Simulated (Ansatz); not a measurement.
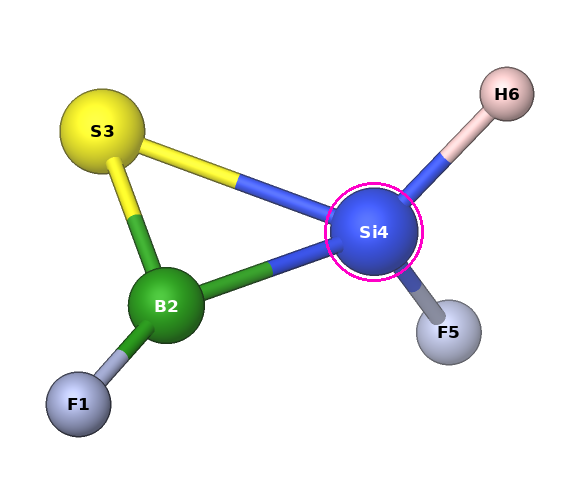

Atoms fade into the background with distance from the viewer. Circles mark the stereogenic atoms. The computed structure is the end point of a PBE-D4/def2-SVP optimisation. No frequency run is at hand to confirm it as a minimum.

Q: What are the Cahn–Ingold–Prelog descriptors?

A: Si4: S (priorities S3 > F5 > B2 > H6).

Q: Give a SMILES with the stereochemistry.

A: FB1S[Si@@H]1F
